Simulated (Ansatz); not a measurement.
# AlH₂ClO₂: two torsions

How does the energy of AlClH2O2, SMILES [OH][Al]([OH])[Cl] change over two coordinates at once? A grid of runs gives the map.

Computed with Ansatz 0.2.0. Level: RKS PBE0-D4/def2-SVP.

### 1 Starting geometry

6 atoms, charge 0, spin multiplicity 1.

Atoms are counted from 1 here; the program's logs count them from 0.

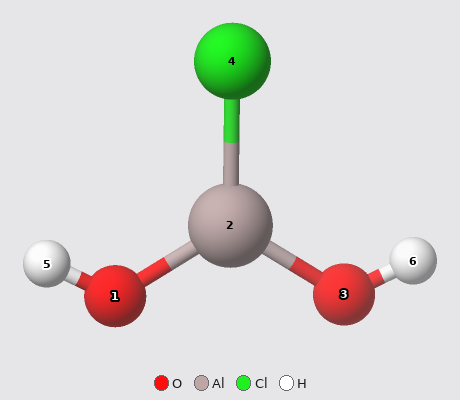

Start geometry, drawn with oxygen red, aluminium light grey, chlorine green, hydrogen white; atoms are numbered from 1 in the order of the file.

Geometry (Å):

| atom | x (Å) | y (Å) | z (Å) |
| --- | --- | --- | --- |
| O1 | -0.1515 | 1.4034 | -0.8485 |
| Al2 | -0.0551 | -0.0920 | -0.0332 |
| O3 | 1.0637 | -0.1843 | 1.2515 |
| Cl4 | -1.2422 | -1.7467 | -0.5975 |
| H5 | -0.7584 | 1.5489 | -1.5903 |
| H6 | 1.1856 | -0.9931 | 1.7720 |

This geometry comes from a loose relaxation at PBE in a small basis, which is not shown.

### 2 Relaxing the molecule

Contents of input.yaml:

```yaml
crystal:
  periodic: [false, false, false]
  atoms:
    - { symbol: O, position_ang: [-0.151506, 1.403362, -0.848526] }
    - { symbol: Al, position_ang: [-0.055056, -0.091974, -0.033194] }
    - { symbol: O, position_ang: [1.063706, -0.184326, 1.251488] }
    - { symbol: Cl, position_ang: [-1.242197, -1.746712, -0.597544] }
    - { symbol: H, position_ang: [-0.758444, 1.548872, -1.590338] }
    - { symbol: H, position_ang: [1.185598, -0.993122, 1.772014] }
basis:
  gaussian: { orbitals: def2-SVP }
hamiltonian:
  xc: pbe0
  dispersion: d4
output:
  forces: true
relax:
  f_tol: 0.003
  max_steps: 120
```

Command:

```
> ansatz run input.yaml --threads 1 --pin off --max-ram 2560MiB --backend cpu --events-out ev --progress --plain --runs-dir out
```

Standard output, shortened:

```text
Warning: RAYON_NUM_THREADS=1 ignored (pool sized by the plan → 1); use --threads N
[...]
Functional definition: PBE0
[...]
723 factors; integrals over basis functions are off by at most 3.6e-4 eV
[...]
mean field -23230.22247670 eV, -853.6949300083 hartree, gradient 3.3e-5 eV, S^2 0.000000; 0 other end points of the search recorded, 0 dependent functions left out
[...]
reference -23230.22250218 eV, -853.6949309447 hartree; 24, 24 occupied and 50, 50 virtual orbitals, 723 factors
relax step   1: F+E_penalty+E_count = -23230.31745211 eV  Δ(F+E_penalty+E_count) = +0.000e0 eV  max|allowed force component| = 5.267e-1 eV/Å  Δτ_max = 0.0000 Å  (24 SCF iters, accepted)
[...]
relax step   5: F+E_penalty+E_count = -23230.33782986 eV  Δ(F+E_penalty+E_count) = -2.818e-4 eV  max|allowed force component| = 2.023e-2 eV/Å  Δτ_max = 0.0051 Å  (22 SCF iters, accepted)
[...]
relax step   6: F+E_penalty+E_count = -23230.33792158 eV  Δ(F+E_penalty+E_count) = -9.172e-5 eV  max|allowed force component| = 5.846e-4 eV/Å  Δτ_max = 0.0036 Å  (21 SCF iters, accepted)
723 factors; integrals over basis functions are off by at most 3.4e-4 eV
mean field -23230.24222282 eV, -853.6956556649 hartree, gradient 1.3e-5 eV, S^2 0.000000; 1 other end points of the search recorded, 0 dependent functions left out
[...]
reference -23230.24224828 eV, -853.6956566006 hartree; 24, 24 occupied and 50, 50 virtual orbitals, 723 factors
Total energy: -23230.33794704 eV, -853.6991734651 hartree
Atom 0 at    -0.166107     1.379760    -0.850474 Å, force     0.000350    -0.000194     0.000585 eV/Å
Atom 1 at    -0.052129    -0.092734    -0.035531 Å, force    -0.000081    -0.000281    -0.000175 eV/Å
Atom 2 at     1.043992    -0.202093     1.241937 Å, force    -0.000233     0.000519    -0.000401 eV/Å
Atom 3 at    -1.234906    -1.734466    -0.592639 Å, force    -0.000133    -0.000129    -0.000018 eV/Å
Atom 4 at    -0.747870     1.565395    -1.587997 Å, force     0.000320    -0.000328     0.000481 eV/Å
Atom 5 at     1.199122    -0.979762     1.778605 Å, force    -0.000223     0.000413    -0.000472 eV/Å
Dipole moment:    -0.086314    -0.119713    -0.040593 e Å
```

Run time: 16 s. Hardware: 1 thread of Arm Neoverse V1, shared host; peak memory 0.14 GiB.

Energy and force along the way:

```csv
step,energy from step 1 (eV),largest force component (eV/Å)
1,0.0000,0.5267
2,-0.0141,0.2694
3,-0.0175,0.1404
4,-0.0201,0.0320
5,-0.0204,0.0202
6,-0.0205,0.0006
```

Bond lengths before and after, largest changes first:

```csv
bond,before (Å),after (Å),change (Å)
Al2–O3,1.706,1.687,-0.019
O1–Al2,1.706,1.687,-0.019
Al2–Cl4,2.113,2.099,-0.015
O3–H6,0.970,0.958,-0.012
O1–H5,0.969,0.958,-0.012
```

### 3 Plan of the scan

The axes are (1) dihedral O1–Al2–O3–H6: 18 values from −180 to 160 °, periodic; (2) dihedral H5–O1–Al2–O3: 18 values from −180 to 160 °, periodic.

Nothing else is relaxed (all other coordinates rigid). Energies count from the relaxed molecule at the same level. Points are written as (first, second).

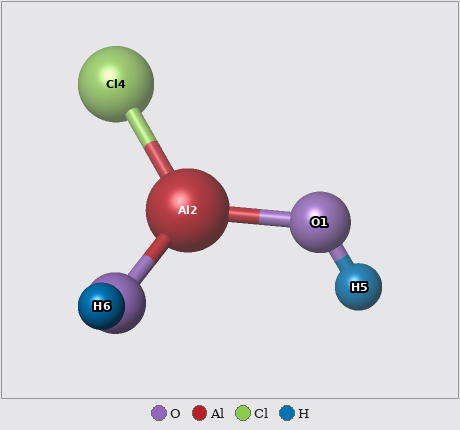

The geometry at (80°, 40°).

Of the runs on the grid, 3 are shown in the steps below; the others differ only in the two coordinates.

### 4 Grid point (−180°, 0°)

Contents of input.yaml:

```yaml
crystal:
  periodic: [false, false, false]
  atoms:
    - { symbol: O, position_ang: [-0.166107, 1.37976, -0.850474] }
    - { symbol: Al, position_ang: [-0.052129, -0.092734, -0.035531] }
    - { symbol: O, position_ang: [-1.041983, -1.356847, -0.552806] }
    - { symbol: Cl, position_ang: [1.277205, -0.343671, 1.568999] }
    - { symbol: H, position_ang: [-0.74787, 1.565395, -1.587997] }
    - { symbol: H, position_ang: [-1.068945, -2.235342, -0.172848] }
basis:
  gaussian: { orbitals: def2-SVP }
hamiltonian:
  xc: pbe0
  dispersion: d4
output:
  forces: true
```

Command:

```
> ansatz run input.yaml --threads 1 --pin off --max-ram 2560MiB --backend cpu --events-out ev --progress --plain --runs-dir out
```

Standard output, shortened:

```text
Warning: RAYON_NUM_THREADS=1 ignored (pool sized by the plan → 1); use --threads N
[...]
[... 1 set-up line as earlier in the session ...]
[...]
678 factors; integrals over basis functions are off by at most 7.8e-4 eV
[...]
mean field -23230.24493656 eV, -853.6957553930 hartree, gradient 1.2e-5 eV, S^2 0.000000; 0 other end points of the search recorded, 0 dependent functions left out
[...]
reference -23230.24496230 eV, -853.6957563389 hartree; 24, 24 occupied and 50, 50 virtual orbitals, 678 factors
Total energy: -23230.34047057 eV, -853.6992662033 hartree
Atom 0 at    -0.166107     1.379760    -0.850474 Å, force     0.172319     0.085682     0.152741 eV/Å
Atom 1 at    -0.052129    -0.092734    -0.035531 Å, force     0.021454     0.055278    -0.001584 eV/Å
Atom 2 at    -1.041983    -1.356847    -0.552806 Å, force    -0.065078    -0.163512     0.003443 eV/Å
Atom 3 at     1.277205    -0.343671     1.568999 Å, force    -0.100334     0.102485    -0.160177 eV/Å
Atom 4 at    -0.747870     1.565395    -1.587997 Å, force    -0.017276    -0.041464     0.000013 eV/Å
Atom 5 at    -1.068945    -2.235342    -0.172848 Å, force    -0.011085    -0.038469     0.005565 eV/Å
Dipole moment:    -0.261977    -0.224738    -0.188234 e Å
```

It took 2.2 s on 1 thread of Arm Neoverse V1, shared host; peak memory 0.12 GiB.

Energy on the map's scale: −2.5 meV.

### 5 Grid point (80°, 40°)

Contents of input.yaml:

```yaml
crystal:
  periodic: [false, false, false]
  atoms:
    - { symbol: O, position_ang: [-0.166107, 1.37976, -0.850474] }
    - { symbol: Al, position_ang: [-0.052129, -0.092734, -0.035531] }
    - { symbol: O, position_ang: [-0.115149, -1.506697, -0.953192] }
    - { symbol: Cl, position_ang: [0.160938, -0.16323, 2.051152] }
    - { symbol: H, position_ang: [-0.74787, 1.565395, -1.587997] }
    - { symbol: H, position_ang: [0.613497, -1.884284, -1.446499] }
basis:
  gaussian: { orbitals: def2-SVP }
hamiltonian:
  xc: pbe0
  dispersion: d4
output:
  forces: true
```

Command:

```
> ansatz run input.yaml --threads 1 --pin off --max-ram 2560MiB --backend cpu --events-out ev --progress --plain --runs-dir out
```

Standard output, shortened:

```text
Warning: RAYON_NUM_THREADS=1 ignored (pool sized by the plan → 1); use --threads N
[...]
[... 1 set-up line as earlier in the session ...]
[...]
678 factors; integrals over basis functions are off by at most 1.0e-3 eV
[...]
mean field -23230.05478279 eV, -853.6887673710 hartree, gradient 6.3e-6 eV, S^2 0.000000; 0 other end points of the search recorded, 0 dependent functions left out
[...]
reference -23230.05480901 eV, -853.6887683344 hartree; 24, 24 occupied and 50, 50 virtual orbitals, 678 factors
Total energy: -23230.15010249 eV, -853.6922703053 hartree
Atom 0 at    -0.166107     1.379760    -0.850474 Å, force    -0.129425     0.331106     0.300621 eV/Å
Atom 1 at    -0.052129    -0.092734    -0.035531 Å, force     0.019148     0.016070    -0.006330 eV/Å
Atom 2 at    -0.115149    -1.506697    -0.953192 Å, force     0.110496    -0.308098     0.069792 eV/Å
Atom 3 at     0.160938    -0.163230     2.051152 Å, force    -0.016766     0.067820    -0.257079 eV/Å
Atom 4 at    -0.747870     1.565395    -1.587997 Å, force     0.095679    -0.021898    -0.071154 eV/Å
Atom 5 at     0.613497    -1.884284    -1.446499 Å, force    -0.079132    -0.085000    -0.035850 eV/Å
Dipole moment:     0.038454    -0.059621    -0.493897 e Å
```

Wall time 2.4 s (1 thread of Arm Neoverse V1, shared host); peak memory 0.12 GiB.

That is 188 meV from the zero.

### 6 Point (−160°, 60°)

Contents of input.yaml:

```yaml
crystal:
  periodic: [false, false, false]
  atoms:
    - { symbol: O, position_ang: [-0.166107, 1.37976, -0.850474] }
    - { symbol: Al, position_ang: [-0.052129, -0.092734, -0.035531] }
    - { symbol: O, position_ang: [0.399478, -1.452046, -0.926422] }
    - { symbol: Cl, position_ang: [-0.458853, -0.229066, 2.01888] }
    - { symbol: H, position_ang: [-0.74787, 1.565395, -1.587997] }
    - { symbol: H, position_ang: [0.245481, -2.36214, -0.67174] }
basis:
  gaussian: { orbitals: def2-SVP }
hamiltonian:
  xc: pbe0
  dispersion: d4
output:
  forces: true
```

Command:

```
> ansatz run input.yaml --threads 1 --pin off --max-ram 2560MiB --backend cpu --events-out ev --progress --plain --runs-dir out
```

Standard output, shortened:

```text
Warning: RAYON_NUM_THREADS=1 ignored (pool sized by the plan → 1); use --threads N
[...]
[... 1 set-up line as earlier in the session ...]
[...]
678 factors; integrals over basis functions are off by at most 9.2e-4 eV
[...]
mean field -23230.14587626 eV, -853.6921149942 hartree, gradient 1.4e-5 eV, S^2 0.000000; 0 other end points of the search recorded, 0 dependent functions left out
[...]
reference -23230.14590232 eV, -853.6921159518 hartree; 24, 24 occupied and 50, 50 virtual orbitals, 678 factors
Total energy: -23230.24135710 eV, -853.6956238502 hartree
Atom 0 at    -0.166107     1.379760    -0.850474 Å, force    -0.156371     0.119459     0.198080 eV/Å
Atom 1 at    -0.052129    -0.092734    -0.035531 Å, force    -0.041241     0.048847    -0.007115 eV/Å
Atom 2 at     0.399478    -1.452046    -0.926422 Å, force    -0.105671    -0.178874    -0.050558 eV/Å
Atom 3 at    -0.458853    -0.229066     2.018880 Å, force     0.059714     0.037785    -0.126656 eV/Å
Atom 4 at    -0.747870     1.565395    -1.587997 Å, force     0.130096     0.018819    -0.068533 eV/Å
Atom 5 at     0.245481    -2.362140    -0.671740 Å, force     0.113473    -0.046036     0.054782 eV/Å
Dipole moment:    -0.223385    -0.242719    -0.248971 e Å
```

Run time: 2.4 s. Hardware: 1 thread of Arm Neoverse V1, shared host; peak memory 0.12 GiB.

That is 97 meV from the zero.

### 7 The map

91 points were computed, 233 more follow by symmetry. Energies in meV, from the relaxed molecule at the same level; the table lists every other line.

```tsv
dihedral H5–O1–Al2–O3 (°) ↓, dihedral O1–Al2–O3–H6 (°) →	−180	−140	−100	−60	−20	20	60	100	140
140	43	106	175	143	65	64	133	146	78
100	101	175	267	247	160	146	212	226	146
60	78	143	247	254	181	156	204	212	133
20	10	65	160	181	136	123	156	146	64
−20	10	64	146	156	123	136	181	160	65
−60	78	133	212	204	156	181	254	247	143
−100	101	146	226	212	146	160	247	267	175
−140	43	78	146	133	64	65	143	175	106
−180	0	43	101	78	10	10	78	101	43
```

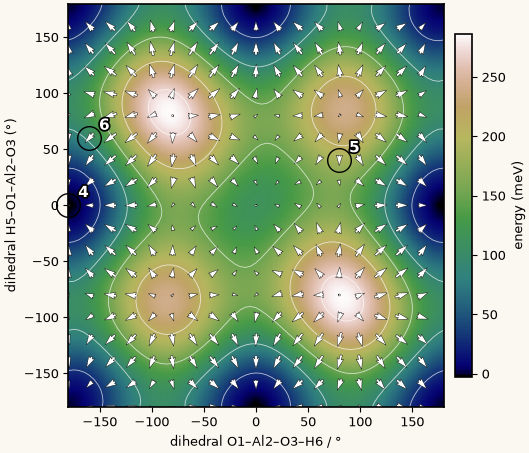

The map; numbers mark the steps of this session that print a point's run. Drawn: a smooth colour map, arrows along the force (downhill), longer where it is stronger. Between grid points the surface is interpolated.

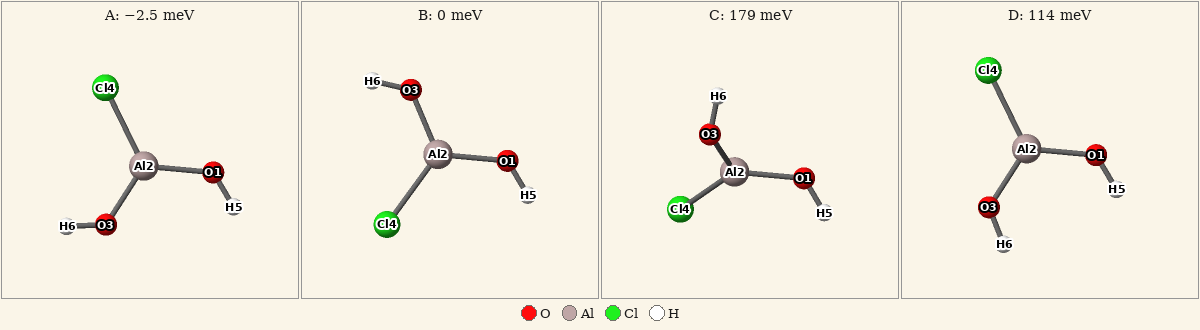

Structures on the grid, at one scale: A at (−180°, 0°); B at (−180°, −180°); C at (60°, 120°); D at (0°, 0°).

The largest force on an atom (eV/Å) at each point:

```
dihedral H5–O1–Al2–O3 (°) ↓, dihedral O1–Al2–O3–H6 (°) →  −180  −140  −100   −60   −20    20    60   100   140
                                                     140  0.15  0.18  0.22  0.33  0.32  0.35  0.34  0.25  0.22
                                                     100  0.13  0.22  0.21  0.43  0.43  0.43  0.42  0.27  0.25
                                                      60  0.27  0.33  0.43  0.45  0.47  0.44  0.43  0.42  0.34
                                                      20  0.27  0.32  0.43  0.47  0.43  0.41  0.44  0.43  0.35
                                                     −20  0.27  0.35  0.43  0.44  0.41  0.43  0.47  0.43  0.32
                                                     −60  0.27  0.34  0.42  0.43  0.44  0.47  0.45  0.43  0.33
                                                    −100  0.13  0.25  0.27  0.42  0.43  0.43  0.43  0.21  0.22
                                                    −140  0.15  0.22  0.25  0.34  0.35  0.32  0.33  0.22  0.18
                                                    −180  0.00  0.15  0.13  0.27  0.27  0.27  0.27  0.13  0.15
```

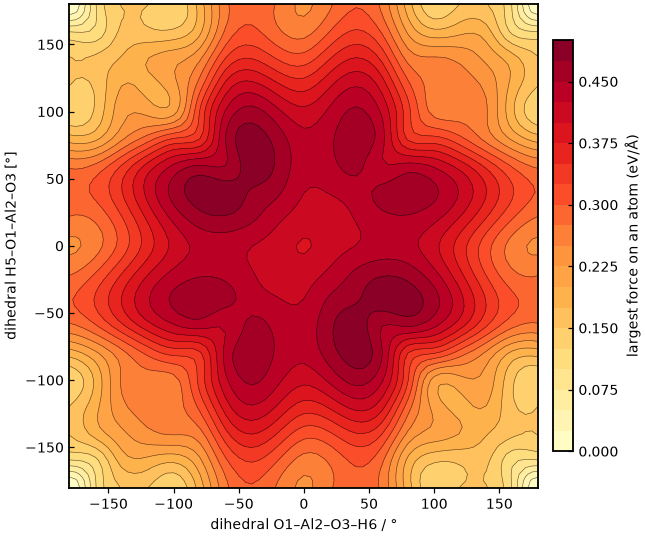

The largest force on an atom over the grid. In the figure: filled contours.

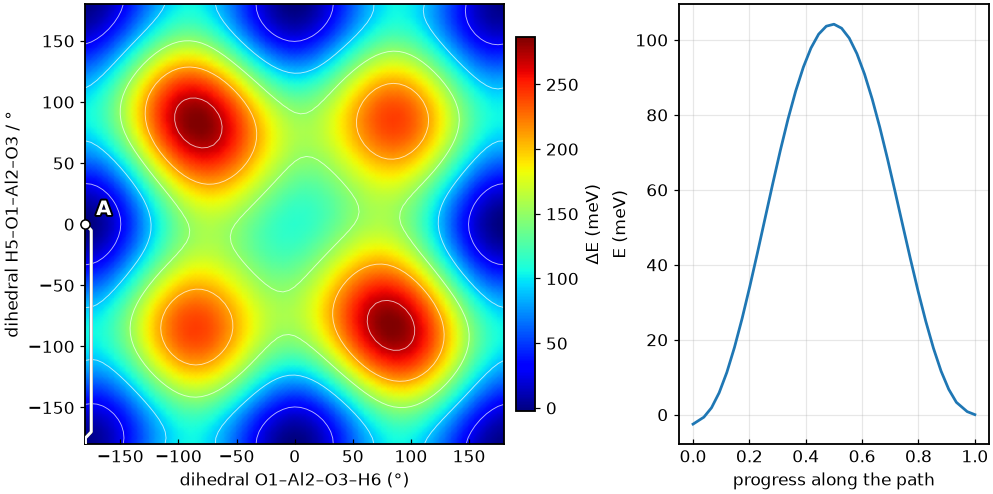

The easiest path on the interpolated surface, from its minimum near A. The picture shows a smooth colour map, a line along the lowest path, the energy along the path at the right. Between grid points the surface is interpolated.

### 8 Summary of results

| quantity | value |
| --- | --- |
| lowest point | (−180°, 0°), −2.5 meV |
| highest computed point | (−80°, 80°), 289 meV above the lowest |
| largest force on an atom (eV/Å) | 0.00 at (−180°, −180°) to 0.49 at (−60°, 40°); 0.25 at the lowest point |
| time for the whole task | 4.2 min on 1 thread, shared host |

In words: The lowest computed point is at (−180°, 0°), −2.5 meV from the relaxed molecule at the same level; the map holds 2 wells of about this depth. There are further wells near (−180°, −180°) (2.5 meV above the lowest at that grid point); (0°, 0°) (116 meV above the lowest at that grid point). The highest computed point, (−80°, 80°), lies 289 meV above the lowest. On the interpolated surface the easiest way out of the lowest well to the well at (−180°, −180°) passes a barrier of about 110 meV. Round the minimum the two coordinates are nearly uncoupled.
